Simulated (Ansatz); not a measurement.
# B2PLYP/def2-SVP run of SiN2H6O (SMILES N[SiH](N)O)

Aim: the vertical ionisation energy of SiN2H6O at B2PLYP/def2-SVP, from 2 runs. 

The calculation is run with Ansatz 0.2.0.

86 further runs of the same task are left out: 86 set aside as unsound or not needed. Runs told in other sessions of the task aren't counted.

### 1 The molecule

SiN2H6O: 10 atoms, total charge 0, spin state singlet. As SMILES, `N[SiH](N)O`. The shape is that of a PBE0-D4/def2-TZVP optimisation. This is one conformer, not always the lowest.

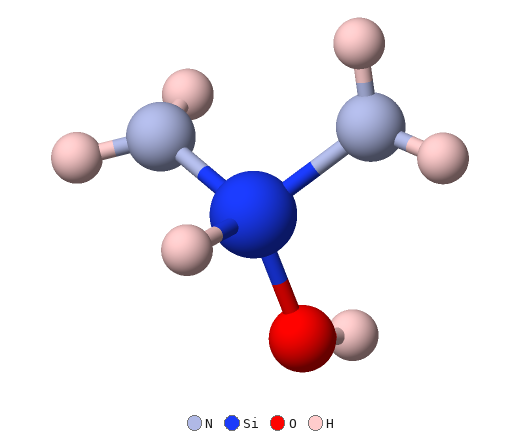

Viewed from a chosen angle; nitrogen light blue, silicon blue, oxygen red, hydrogen pink.

### 2 A single-point energy at B2PLYP/def2-SVP

in.yaml reads:

```yaml
crystal:
  periodic: [false, false, false]
  atoms:
    - {symbol: N, position_ang: [-0.775500, 1.215500, -0.137800]}
    - {symbol: Si, position_ang: [0.492300, 0.085700, 0.087100]}
    - {symbol: N, position_ang: [-0.248600, -1.249800, 0.847400]}
    - {symbol: O, position_ang: [1.206700, -0.118300, -1.384200]}
    - {symbol: H, position_ang: [-0.620700, 2.036300, -0.700200]}
    - {symbol: H, position_ang: [-1.413200, 1.405300, 0.618200]}
    - {symbol: H, position_ang: [1.642700, 0.459500, 0.944000]}
    - {symbol: H, position_ang: [-1.123500, -1.625000, 0.519700]}
    - {symbol: H, position_ang: [0.302300, -1.942900, 1.325300]}
    - {symbol: H, position_ang: [0.620800, -0.317400, -2.116600]}
basis:
  gaussian: {orbitals: def2-SVP}
hamiltonian: {xc: {name: B2PLYP}}
correlation: {frozen_orbitals: {H: 0, "N": 1, O: 1, Si: 5}}
accuracy: high
output: {orbitals: {seedname: orbitals}}
```

Command:

```bash
$ ansatz run in.yaml --threads 1 --pin off --max-ram 3480MiB --events-out events.jsonl --progress --plain --runs-dir runs
```

What it wrote:

```text
Warning: RAYON_NUM_THREADS=1 ignored (pool sized by the plan → 1); use --threads N
Functional definition: B2PLYP
  name "B2PLYP"
  parameter a = 0.53
  parameter c = 0.27
  exchange = (1 - a)*b88_x + a*exact_x
  correlation = (1 - c)*lyp_c + c*(mp2_os + mp2_ss)
2071 factors; integrals over basis functions are off by at most 3.4e-9 eV
mean field evaluation 1: about -12976.2394 eV, gradient 6.6e1 eV
mean field evaluation 2: about -12976.6161 eV, gradient 6.7e1 eV
mean field evaluation 4: about -12984.7989 eV, gradient 2.5e0 eV
mean field evaluation 8: about -12984.8447 eV, gradient 2.6e-1 eV
mean field evaluation 16: about -12984.8449 eV, gradient 3.4e-5 eV
mean field -12984.84493965 eV, -477.1842500883 hartree, gradient 7.6e-8 eV, S^2 0.000000; 0 other end points of the search recorded, 0 dependent functions left out
8 core orbitals not correlated: weight in the atoms' cores, before any rotation towards them, 1.000 or more for the frozen orbitals, at most 0.000 for the correlated occupied ones
reference -12984.84496466 eV, -477.1842510073 hartree; 13, 13 occupied and 69, 69 virtual orbitals, 2071 factors
second order -20.63542952 eV of doubles, -0.00000000 eV of singles
Total energy: -12990.41653063 eV, -477.3890022802 hartree
```

It took 13 s on 1 thread of Arm Neoverse V1, shared host; peak memory 0.3 GiB.

### 3 The doublet cation

job.yaml reads:

```yaml
crystal:
  periodic: [false, false, false]
  atoms:
    - {symbol: N, position_ang: [-0.775500, 1.215500, -0.137800]}
    - {symbol: Si, position_ang: [0.492300, 0.085700, 0.087100]}
    - {symbol: N, position_ang: [-0.248600, -1.249800, 0.847400]}
    - {symbol: O, position_ang: [1.206700, -0.118300, -1.384200]}
    - {symbol: H, position_ang: [-0.620700, 2.036300, -0.700200]}
    - {symbol: H, position_ang: [-1.413200, 1.405300, 0.618200]}
    - {symbol: H, position_ang: [1.642700, 0.459500, 0.944000]}
    - {symbol: H, position_ang: [-1.123500, -1.625000, 0.519700]}
    - {symbol: H, position_ang: [0.302300, -1.942900, 1.325300]}
    - {symbol: H, position_ang: [0.620800, -0.317400, -2.116600]}
basis:
  gaussian:
    orbitals: def2-SVP
total_charge: 1
output:
  orbitals: {seedname: orbitals}
magnetization:
  spin_polarized: true
  initial_magnetization: 1
correlation:
  frozen_orbitals: {H: 0, "N": 1, O: 1, Si: 5}
hamiltonian:
  xc: {name: B2PLYP}
accuracy: high
```

Command:

```bash
$ ansatz run job.yaml --threads 1 --pin off --max-ram 3480MiB --events-out events.jsonl --progress --plain --runs-dir runs
```

What it wrote (excerpt; [...] marks lines left out):

```text
Warning: RAYON_NUM_THREADS=1 ignored (pool sized by the plan → 1); use --threads N
[... 2 set-up lines as earlier in the session ...]
[...]
2072 factors; integrals over basis functions are off by at most 3.4e-9 eV
[...]
mean field -12975.45324918 eV, -476.8391118291 hartree, gradient 9.4e-8 eV, S^2 0.759772; 4 other end points of the search recorded, 0 dependent functions left out
8 core orbitals not correlated: weight in the atoms' cores, before any rotation towards them, 1.000 or more for the frozen orbitals, at most 0.000 for the correlated occupied ones
reference -12975.45327381 eV, -476.8391127344 hartree; 13, 12 occupied and 69, 70 virtual orbitals, 2072 factors
second order -19.70814129 eV of doubles, -0.00000000 eV of singles
Total energy: -12980.77447196 eV, -477.0346631595 hartree
```

Run time: 37 s. Hardware: 1 thread of Arm Neoverse V1, shared host; peak memory 0.53 GiB.

### 4 What came out

At B2PLYP/def2-SVP, 8 core orbitals frozen:

| quantity | value |
| --- | --- |
| singlet SiN2H6O: total energy | -477.38900 Eh |
| singlet SiN2H6O: HOMO energy (SCF part's orbitals) | -8.50 eV |
| singlet SiN2H6O: LUMO energy (SCF part's orbitals) | 2.68 eV |
| singlet SiN2H6O: HOMO–LUMO gap (SCF part's orbitals) | 11.18 eV |
| doublet cation: total energy | -477.03466 Eh |
| doublet cation: HOMO energy (SCF part's orbitals) (highest over α and β) | -13.82 eV |
| doublet cation: LUMO energy (SCF part's orbitals) (lowest over α and β) | -10.32 eV |
| doublet cation: ⟨S²⟩ | 0.760 |
| vertical ionisation energy (to the doublet cation) | 9.642 eV |

In words: Removing an electron at fixed nuclei costs 9.64 eV (222 kcal/mol). The negative HOMO energy of the first species, 8.50 eV, lies 1.14 eV below that difference.
